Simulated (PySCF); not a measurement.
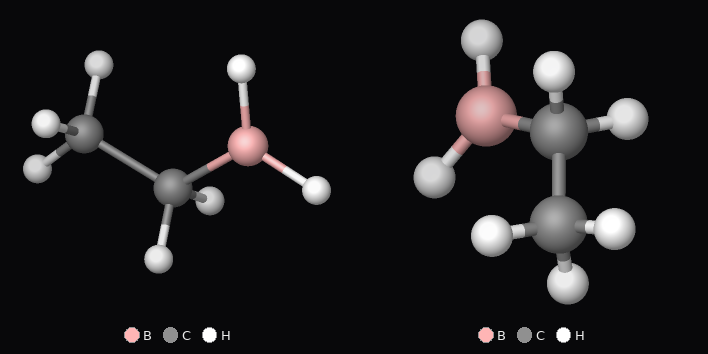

Two views of one molecule.

Computed geometry: PBE0-D3(BJ)/def2-SVP optimisation. No frequency run is at hand to confirm it as a minimum.

Describe the molecule.

The molecule is C2H7B. As SMILES it reads `BCC`. It has no ring. Among its groups: B–H bond. Coordination: 1 B trigonal planar; 2 C tetrahedral.

The parts below concern this one geometry. Atoms keep their numbers from picture to picture.

### Geometry

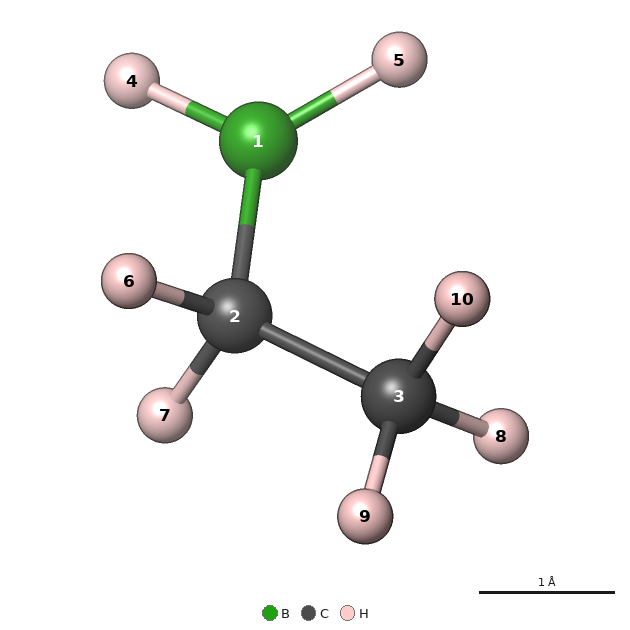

Atoms carry their numbers in the input. No frequency run is at hand to confirm it as a minimum.

Estimate the angles C2–B1–H4, C2–B1–H5, B1–C2–C3, B1–C2–H6, B1–C2–H7, C3–C2–H6, C3–C2–H7, C2–C3–H8, C2–C3–H9, C2–C3–H10.

```csv
angle,degrees
C2–B1–H4,119.6
C2–B1–H5,122.3
B1–C2–C3,118.7
B1–C2–H6,104.1
B1–C2–H7,107.8
C3–C2–H6,111.1
C3–C2–H7,111.7
C2–C3–H8,111.2
C2–C3–H9,112.4
C2–C3–H10,111.2
```

### Levels of theory compared

No frequency run is at hand to confirm it as a minimum. Program: PySCF 2.14.0.

Compare polarisability (bohr³) at these levels: LC-wPBE/def2-SVPD; PBE0/6-31+G*; PBE0/6-31G*; PBE0/aug-cc-pVDZ; PBE0/aug-cc-pVTZ; PBE0/def2-SVP; PBE0/def2-TZVP; PBE0/def2-TZVPD; ωB97X-D/def2-SVPD.

| level | polarisability (bohr³) |
| --- | --- |
| LC-wPBE/def2-SVPD | 40.5 |
| PBE0/6-31+G* | 37.9 |
| PBE0/6-31G* | 34.4 |
| PBE0/aug-cc-pVDZ | 42.6 |
| PBE0/aug-cc-pVTZ | 42.7 |
| PBE0/def2-SVP | 36.1 |
| PBE0/def2-TZVP | 40.3 |
| PBE0/def2-TZVPD | 42.4 |
| ωB97X-D/def2-SVPD | 41.5 |

### Dipole moment

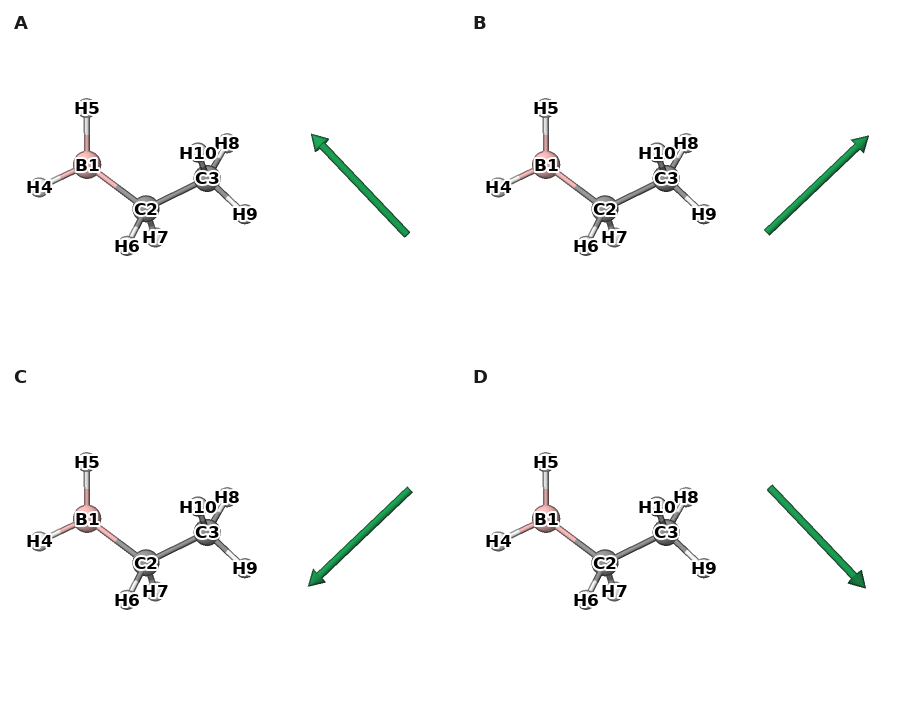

The same molecule four times, each with an arrow. No frequency run is at hand to confirm it as a minimum. Method: ωB97X-D/def2-SVPD, gas phase (PySCF 2.14.0).

Which arrow points along the dipole moment, from the negative to the positive end?

Answer. D. The dipole moment is 0.68 D; it points from the side of H5 to the side of H9 (the outermost atoms at the two ends).

### Excitation

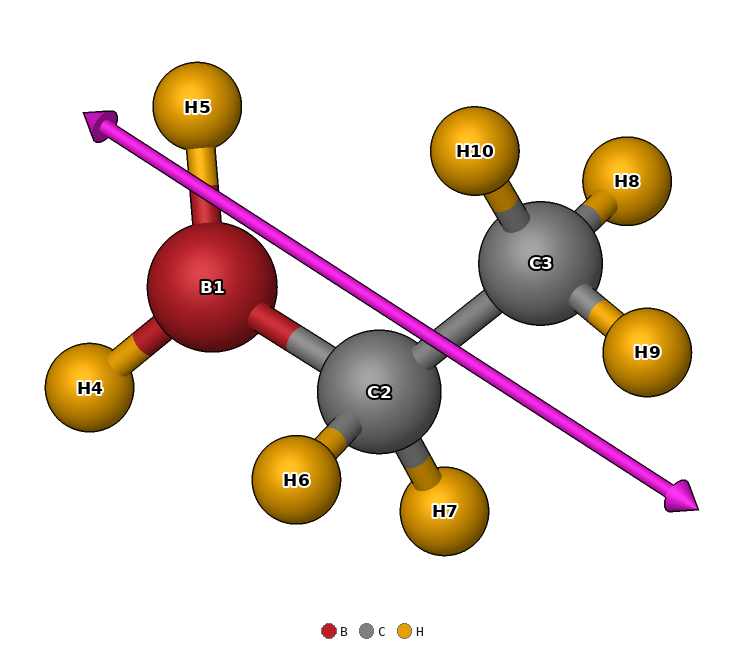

The double arrow shows the direction of the transition dipole to excited singlet state 3 (its length means nothing). No frequency run is at hand to confirm it as a minimum. Method: TDDFT PBE0/def2-SVP, vertical, gas phase, core orbitals frozen in the response (PySCF 2.14.0).

How is the transition polarised?

Answer. Nearly parallel to the B1–C2 bond.

Where does the transition lie, and how strong is it?

Answer. 7.35 eV (169 nm), oscillator strength 0.043, mainly HOMO−2 → LUMO (weight 0.99); transition dipole 1.24 D.
